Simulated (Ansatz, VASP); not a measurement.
# Cross-check of Si2Sb between VASP and Ansatz, part 2 of 2

One calculation is typed for both programs; each brings its own data sets. How far apart do they land? The cell is invented: As first built, before any earlier steps moved the atoms (in the runner's words): it takes the YSi2 structure with some of its atoms replaced by other elements, volume scaled by an estimate. It may not be a known or stable phase. The cell is taken from a series of VASP runs on this material, whose earlier steps may have relaxed, scaled or displaced it; both programs get it as it stands. Valence electrons are named where the data sets of a main pair hold unlike numbers.

VASP 6.6.1 and Ansatz 0.2.0.

So far. Step 2 (VASP: band structure, HSE06): The k-mesh is coarse for exact exchange; levels may shift by about 0.1 eV on a finer one.

### Step 3. Ansatz: band structure, HSE06

Level of this step: Ansatz beside VASP: Kohn-Sham DFT, plane waves, HSE06 (Ansatz).

Ansatz runs on its default PAW (the set named soft_2) files.

The same cell, functional, mesh and smearing now go to Ansatz, which takes its cutoff from its data sets.

File input.yaml:

```yaml
crystal:
  lattice:
    - [4.0565899002, 0.0, 0.0]
    - [-2.0282949501, 3.5131099905, 0.0]
    - [0.0, 0.0, 4.4065027854]
  atoms:
    - { symbol: Sb, position: [0.0, 0.0, 0.0] }
    - { symbol: Si, position: [0.33333333, 0.66666667, 0.5] }
    - { symbol: Si, position: [0.66666667, 0.33333333, 0.5] }
hamiltonian:
  xc: { exchange: pbe, correlation: pbe, exx: { coeff: 0.25, omega: 0.2 } }
  pseudopotentials: { kind: paw }
kpoints:
  mp_grid: { grid: [4, 4, 3] }
  band_path:
    path:
      - [0.0, 0.0, 0.0]
      - [0.4, 0.0, 0.0]
      - [0.4, 0.2, 0.0]
      - [0.2, 0.2, 0.0]
      - [0.0, 0.0, 0.1]
      - [0.0, 0.0, 0.5]
      - [0.4, 0.0, 0.5]
      - [0.4, 0.2, 0.5]
      - [0.2, 0.2, 0.5]
      - [0.5, 0.0, 0.4]
      - [0.33333, 0.33333, 0.0]
      - [0.33333, 0.33333, 0.5]
    npoints: 1
scf:
  occupations: { method: gaussian, width: 0.02 }
  n_extra_bands: 7
output:
  forces: true
  stress: true
  eigenvalues: true
  write_density: true
  write_potential: true
  elf: true
  volumetric_format: npy
```

Command:

```bash
$ ansatz run input.yaml --threads 4 --pin off --max-ram 9216MiB --backend cpu --events-out ev --progress --plain --runs-dir out
```

Numbers of over 12 decimals in the logs are rounded to 6 here.

The log of the run:

```text
Warning: output.stress: scf.convergence.dr2_threshold = 1e-7 eV (the SCF's general default) is looser than the 3e-10 eV advised for a printed stress (1e-10 eV for each atom of the cell: 3). What an SCF threshold leaves in a stress goes as its square root, and in the free energy as the threshold itself, and one threshold admits the most on a small cell: [figures from the program's tests cut] Set scf.convergence.dr2_threshold to 3e-10 eV or tighter. The threshold is an SCF's pass mark: one that does not reach it within its budget of iterations ends unconverged, or closes short of it on a stop that the run arms, and scf.convergence.dr2_threshold's page says what that costs each kind of run
Warning: output.stress: scf.exx.energy_threshold = 1e-6 eV is looser than the 3e-8 eV advised for a stress under a hybrid functional (1e-8 eV for each atom of the cell: 3). Every SCF of the exchange loop can meet its threshold on dr2 while the loop round them stops early: no threshold on dr2 bounds what that leaves in the stress. Set scf.exx.energy_threshold to 3e-8 eV or tighter. The threshold is the loop's pass mark: a loop that does not reach it within its budget of cycles ends unconverged, and scf.exx.energy_threshold's page has the law
scf.n_extra_bands = 7 over 12 filled bands (N_el = 23.0): the run solves 19 bands
Engine: ansatz 0.2.0, aarch64-unknown-linux-gnu
Pseudopotentials: kind: paw
Pseudopotential: Sb, paw, valence charge 15, recommended cutoff 420 eV (normal), Sb.paw.azcp
Pseudopotential: Si, paw, valence charge 4, recommended cutoff 420 eV (normal), Si.paw.azcp
Functional definition: unnamed
  parameter a_1 = 0.25
  parameter omega_1 = 0.2/angstrom
  exchange = pbe_x + (-a_1)*pbe_x_sr(omega_1) + a_1*exact_x_sr(omega_1)
  correlation = pbe_c
Crystal: 3 atoms, lattice volume = 62.798 Å³
Basis set: ecut = 420 eV, 1215 PW (Γ), exchange–correlation on 60×60×60 points (8 copies of the dense FFT grid, shifted against one another)
Bands: 19, of which v1, the nominal top of the filled ones, is band 12 counted from 1 (11 counted from 0)
Symmetry: 24 space group operations
Space group: P6/mmm (ITA 191), of the structure as read, at distance tolerance 4.0e-5 Å
k-points: 8 of 48
Non-local potential: Sb, projectors of the file, l = 0: 2, l = 1: 2, l = 2: 2, l = 3: 2
Non-local potential: Si, projectors of the file, l = 0: 2, l = 1: 2, l = 2: 2
PAW form: soft (Blöchl's): semilocal exchange-correlation on the pseudo side does not see the compensation charge
PAW frozen core: Sb, regenerated for the run's functional, and the local potential with it (the file was generated under x = pbe(κ = 0.804, μ = 0.219515), c = pbe(β = 0.066725))
PAW frozen core: Si, regenerated for the run's functional, and the local potential with it (the file was generated under x = pbe(κ = 0.804, μ = 0.219515), c = pbe(β = 0.066725))
PAW one-centre angular grid: Sb, 590 points (default); XC on 64 Gauss nodes
PAW one-centre angular grid: Si, 110 points (default); XC on 64 Gauss nodes
Initial density: superposition of atomic densities (neutral atoms: chi_scale 0, normalization atom), corrected by the library's trained network
Initial wavefunctions: pseudopotential atomic-orbital guess
Functional: x = pbe(κ = 0.804, μ = 0.219515), c = pbe(β = 0.066725), warm-up for x = pbe(κ = 0.804, μ = 0.219515) + 0.25 (exact − pbe) at short range (hse, ω = 0.2 Å⁻¹), c = pbe(β = 0.066725)
SCF iter   1: F=—  HF=-7754.480241 eV  |F-HF|=—  |Δ(HF+E_count)|=         —  Δρ=6.60e-3  dr2=4.37e-2  ethr=1.77e-3  ⟨swp⟩=12.1  Hψ=740  notcnv=0
preconditioner: auto → none  [insulator: Δε(μ)=0.175 eV  Ē_g=9.906 eV  σ=0.020 eV  W_gap=0.64  n_scr=20 (ndim 8)  ℏωp=16.9 eV  f_vac=0.000  D(μ)=19.16/eV (n_scr^D=442)]
SCF iter   2: F=—  HF=-7754.471064 eV  |F-HF|=—  |Δ(HF+E_count)|=   9.18e-3  Δρ=2.94e-3  dr2=8.07e-3  ethr=1.90e-4  ⟨swp⟩=3.6  Hψ=327  notcnv=0
iter 3 solved again at ethr=1.88e-7 eV; its pass at ethr=3.51e-5 eV (dr2=4.33e-5 eV) is discarded
SCF iter   3: F=—  HF=-7754.469531 eV  |F-HF|=—  |Δ(HF+E_count)|=   1.53e-3  Δρ=3.51e-4  dr2=3.40e-5  ethr=1.88e-7  ⟨swp⟩=4.0  Hψ=768  notcnv=0
eigensolver tolerance schedule: the retry pair's looser diagonalisation over-reported the residual by 0.27 of it (diagonalisation noise at 0.27 of the residual, at the tolerance the schedule requests for it); recorded, not acted on — ethr = c·dr2/N_el stays at c = 1.0e-1
SCF iter   4: F=—  HF=-7754.469527 eV  |F-HF|=—  |Δ(HF+E_count)|=   3.81e-6  Δρ=1.01e-4  dr2=3.21e-6  ethr=1.48e-7  ⟨swp⟩=3.0  Hψ=312  notcnv=0
SCF iter   5: F=—  HF=-7754.469531 eV  |F-HF|=—  |Δ(HF+E_count)|=   3.80e-6  Δρ=1.31e-5  dr2=1.15e-7  ethr=1.39e-8  ⟨swp⟩=3.0  Hψ=299  notcnv=0
SCF iter   6: F=—  HF=-7754.469531 eV  |F-HF|=—  |Δ(HF+E_count)|=   4.42e-8  Δρ=3.18e-6  dr2=1.20e-8  ethr=4.98e-10  ⟨swp⟩=3.0  Hψ=274  notcnv=0
SCF iter   7: F=—  HF=-7754.469531 eV  |F-HF|=—  |Δ(HF+E_count)|=  1.46e-10  Δρ=8.90e-7  dr2=1.09e-9  ethr=5.21e-11  ⟨swp⟩=3.1  Hψ=320  notcnv=0
SCF iter   8: F=-7754.469531 eV  HF=-7754.469531 eV  |F-HF|=3.64e-11  |Δ(HF+E_count)|=  1.64e-10  Δρ=2.46e-7  dr2=5.35e-11  ethr=4.72e-12  ⟨swp⟩=3.0  Hψ=282  notcnv=0
SCF 1 converged in 8 iterations: F = -7754.469531 eV  dr2 = 5.35e-11
[...]
Frozen-core exchange: fock
iter 1 solved again at ethr=4.98e-5 eV; its pass at ethr=1.00e-1 eV (dr2=1.14e-2 eV) is discarded
[...]
preconditioner: auto → none  [insulator: Δε(μ)=0.185 eV  Ē_g=11.149 eV  σ=0.020 eV  W_gap=0.51  n_scr=20 (ndim 8)  ℏωp=16.9 eV  f_vac=0.000  D(μ)=14.92/eV (n_scr^D=302)]
[...]
SCF iter   5: F=—  HF=-7759.331656 eV  |F-HF|=—  |Δ(HF+E_count)|=   6.97e-7  Δρ=2.02e-5  dr2=1.57e-7  ethr=4.18e-9  ⟨swp⟩=4.1  Hψ=436  notcnv=0
SCF iter   6: F=-7759.331656 eV  HF=-7759.331656 eV  |F-HF|=3.92e-7  |Δ(HF+E_count)|=   4.28e-8  Δρ=3.73e-6  dr2=6.85e-9  ethr=6.81e-10  ⟨swp⟩=3.0  Hψ=327  notcnv=0
SCF 2 converged in 6 iterations: F = -7759.331656 eV  dr2 = 6.85e-9
hybrid outer 1: dexx = +4.202e-3 eV, tail = 3.83e-3 eV
Exchange kernel: α = 0.2500, screened, ω = 0.2000 Å⁻¹, Wigner–Seitz truncation, v(0) = 1098.3026 eV·Å³, q-mesh 4×4×3, nearest image of the exchange supercell L = 13.22 Å, pair-density grid 20×20×20, without the augmentation charges, whose exchange is taken in its separable form by FFT convolution over the k-point mesh (sized by the pseudopotential files, 24×24×30 at the most), smooth part of the exact exchange by density-matrix convolution
Frozen-core exchange: fock
SCF iter   1: F=—  HF=-7759.336668 eV  |F-HF|=—  |Δ(HF+E_count)|=         —  Δρ=4.25e-4  dr2=1.04e-4  ethr=8.33e-5  ⟨swp⟩=2.1  Hψ=305  notcnv=0
preconditioner: auto → none  [insulator: Δε(μ)=0.191 eV  Ē_g=11.150 eV  σ=0.020 eV  W_gap=0.50  n_scr=20 (ndim 8)  ℏωp=16.9 eV  f_vac=0.000  D(μ)=14.11/eV (n_scr^D=254)]
SCF iter   2: F=-7759.336657 eV  HF=-7759.336657 eV  |F-HF|=5.81e-7  |Δ(HF+E_count)|=   1.06e-5  Δρ=9.08e-5  dr2=1.17e-5  ethr=4.11e-7  ⟨swp⟩=4.0  Hψ=355  notcnv=0
SCF 3 stopped early in 2 iterations: F = -7759.336657 eV  dr2 = 1.17e-5
hybrid outer 2: dexx = +1.047e-4 eV, tail = 2.39e-5 eV, Δε = 2.16e-2 eV (about 2.81e-3 eV left of the loop's levels)
Exchange kernel: α = 0.2500, screened, ω = 0.2000 Å⁻¹, Wigner–Seitz truncation, v(0) = 1098.3026 eV·Å³, q-mesh 4×4×3, nearest image of the exchange supercell L = 13.22 Å, pair-density grid 20×20×20, without the augmentation charges, whose exchange is taken in its separable form by FFT convolution over the k-point mesh (sized by the pseudopotential files, 24×24×30 at the most), smooth part of the exact exchange by density-matrix convolution
Frozen-core exchange: fock
SCF iter   1: F=—  HF=-7759.336759 eV  |F-HF|=—  |Δ(HF+E_count)|=         —  Δρ=6.57e-5  dr2=3.51e-6  ethr=5.19e-7  ⟨swp⟩=3.9  Hψ=372  notcnv=0
preconditioner: auto → none  [insulator: Δε(μ)=0.187 eV  Ē_g=11.151 eV  σ=0.020 eV  W_gap=0.50  n_scr=20 (ndim 8)  ℏωp=16.9 eV  f_vac=0.000  D(μ)=14.10/eV (n_scr^D=254)]
SCF iter   2: F=—  HF=-7759.336759 eV  |F-HF|=—  |Δ(HF+E_count)|=   4.51e-7  Δρ=1.12e-5  dr2=8.33e-7  ethr=1.22e-8  ⟨swp⟩=3.1  Hψ=326  notcnv=0
SCF iter   3: F=—  HF=-7759.336759 eV  |F-HF|=—  |Δ(HF+E_count)|=   3.02e-8  Δρ=3.33e-6  dr2=7.63e-7  ethr=3.93e-10  ⟨swp⟩=3.1  Hψ=290  notcnv=0
SCF iter   4: F=—  HF=-7759.336772 eV  |F-HF|=—  |Δ(HF+E_count)|=   1.29e-5  Δρ=1.34e-5  dr2=1.85e-7  ethr=1.70e-11  ⟨swp⟩=5.0  Hψ=594  notcnv=0
SCF iter   5: F=—  HF=-7759.336772 eV  |F-HF|=—  |Δ(HF+E_count)|=   6.07e-8  Δρ=4.73e-6  dr2=1.99e-8  ethr=1.70e-11  ⟨swp⟩=4.1  Hψ=394  notcnv=0
SCF iter   6: F=-7759.336772 eV  HF=-7759.336772 eV  |F-HF|=3.66e-10  |Δ(HF+E_count)|=   1.85e-9  Δρ=1.31e-6  dr2=1.09e-8  ethr=1.70e-11  ⟨swp⟩=3.0  Hψ=280  notcnv=0
SCF 4 converged in 6 iterations: F = -7759.336772 eV  dr2 = 1.09e-8
  Residual-converged pass: ⟨swp⟩=2.9  Hψ=280  notcnv=0  max |occ|·‖R‖ = 2.4e-6 eV (tolerance 2.4e-6 eV)  dr2=1.09e-8  dr2_onsite=1.05e-10  max |Δocc| = 2.3e-14
hybrid outer 3: dexx = +1.495e-6 eV, tail = 2.47e-8 eV, Δε = 4.66e-3 eV (about 1.73e-4 eV left of the loop's levels)
NSCF: frozen V_eff on 12 k-points
hybrid SCF converged: 3 outer / 14 inner (+8 warm-up), last move |dexx| = 1.49e-6 eV, tail = 2.47e-8 eV
Stability not checked: this state was not tested for a lower state beside it, because the functional holds exact exchange (a hybrid, or Hartree-Fock), whose exchange loop this test does not read (fock_operator; see scf.lower_state_search)
Free energy (F): -7759.336772 eV
Frozen-core exchange: fock
Harris-Foulkes:  -7759.336772 eV  (|F-HF|=3.66e-10)
Internal energy: -7759.333951 eV  (E = F + TS)
E sigma→0 (E₀):  -7759.335361 eV
Entropy (-TS):   -0.002821 eV (-0.940 meV/atom)
Fermi energy:    9.716845 eV
--- Per-component energies (eV) ---
  E_band       = -179.415248
  E_kinetic    = 285.112394
  E_local      = -1732.199021  (includes V_loc(G=0)·N_el)
  E_nonlocal   = 411.568550
  E_hartree    = 790.232833
  E_xc         = -201.036523
  E_vxc        = -153.884737  (∫ρ·V_xc dr)
  E_exx        = -51.265344  (= α·E_x^exact, valence–valence)
  E_paw        = -5601.080503  (= ΣΔE_a)
  E_vpaw       = -467.948615  (= ΣTr[D̂ρ^β])
  E_aug_tail   = 0.000012  (compensation charges beyond the density's cutoff)
  E_ewald      = -1660.573945
  E_core_change = -0.092405  (= ΣΔE_core)
  E_smearing   = -0.002821  (= −TS)
  E_closure    = -0.000000  (closes the sum)
  Σ components = -7759.336772   (vs F -7759.336772, Δ=0.00e0)
--- Forces (eV/Å), atoms counted from 1 ---
  atom   1  Sb    -0.00000000     0.00000000     0.00000000
  atom   2  Si     0.00000000    -0.00000000     0.00000000
  atom   3  Si     0.00000000     0.00000000    -0.00000000
  max |Σ_I F_I| component: 5.55e-17 eV/Å
--- Stress (GPa, compression-positive) ---
        0.528125       0.000000       0.000000
       -0.000000       0.528125      -0.000000
        0.000000      -0.000000      -5.735470
  P = ⅓ Tr σ = -1.5597 GPa (-15.597 kbar)
--- Band table (eV; the first three rows and the last of 8) ---
  k-point 0: bands = [... 8 lower, 6.5285, 6.5285, 8.4133, 8.4133, 8.8715, 12.6690, 15.0984, 15.3411, ... 3 higher]
  k-point 1: bands = [... 8 lower, 6.6679, 8.1154, 9.2845, 9.3990, 9.3990, 12.3066, 12.3066, 12.3801, ... 3 higher]
  k-point 2: bands = [... 8 lower, 5.0227, 5.0716, 7.8004, 10.6702, 11.5447, 11.6397, 13.7620, 13.8733, ... 3 higher]
  k-point 7: bands = [... 8 lower, 3.0489, 5.1927, 6.4976, 10.1420, 12.1168, 13.1252, 14.0027, 15.4789, ... 3 higher]
```

Wall time 32 s (4 threads of Arm Neoverse V2, shared host); peak memory 0.69 GiB; 78 s of CPU time.

Reading the cycles: dr2 is the Hartree energy of the density residual (eV), the measure of convergence; HF is the Harris–Foulkes estimate of the energy, which meets the free energy F at convergence.

### Step 4. Comparison

Known differences besides the potentials themselves: exact exchange at q = 0 is treated differently, which shows on coarse meshes; VASP keeps PBE cores, Ansatz makes them for the functional; the data sets hold 23 valence electrons in Ansatz (on its default PAW (the set named soft_2) files) and 13 in VASP; the cutoff is 420 eV in Ansatz and 400 eV in VASP; VASP takes a coarser grid for exact exchange (PRECFOCK = Fast). Total energies have different zeros and are not compared.

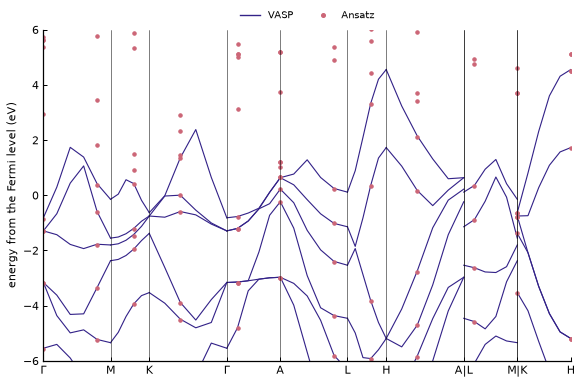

Bands from VASP (lines) and levels from Ansatz (dots). Dots without a line are higher empty bands that the VASP plot leaves out.

Levels from 3 eV below to 2 eV above the Fermi level differ by 21 meV r.m.s. and 41 meV at most; each VASP level is matched to the nearest of Ansatz, which flatters the figure a little.

### Step 5. Summary of results

| Item | Value |
| --- | --- |
| r.m.s. difference of levels near the Fermi level (band structure, HSE06) | 21 meV |

**Reading.** The r.m.s. difference of levels near the Fermi level is 21 meV (band structure, HSE06), within the 80 meV picked in this series as the mark of a large difference. The data sets hold unlike numbers of valence electrons (23 in Ansatz and 13 in VASP), so part of the differences comes from the potentials. How closely two codes agree says nothing of how well the functional describes the real material.

[Lines on the potential files, build, host, timing and source positions are cut from VASP's logs without a mark.]

[Logs are printed without paths, hosts, clocks, repeated set-up lines and the standing remarks that a program may print on its own settings, such as how far it seeks lower states.]

[Hosts, paths, dates, database ids (printed as entryN), source tags and the programs' standing remarks are cut or masked in the printed files.]
